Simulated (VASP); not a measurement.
Band structure of WSi$_{2}$ (MoSi2 type). These are optB88-vdW, VASP's PBE PAW potentials (set 64) (plane waves; VASP) values and carry that method's errors.

Unless said otherwise, spin-orbit coupling is left out, though it shifts the bands of the heavy elements here.

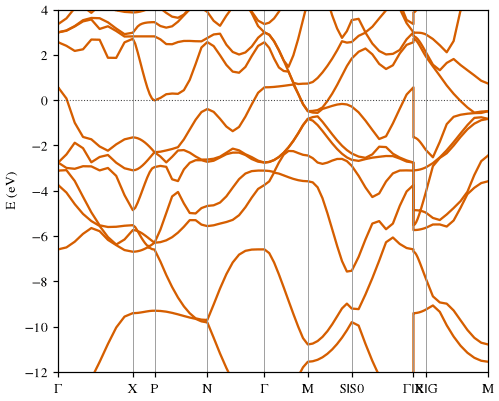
Figure. Bands along high-symmetry lines, zero at the valence-band maximum or, without a gap, the Fermi level

### Question
Read the plot: is there a gap, and where are the band edges?

### Answer
It has no gap at this level: it comes out as a metal or semimetal. (Edges off the drawn lines would not show.)

The compound is WSi2 in the MoSi2 type structure. It was relaxed first.
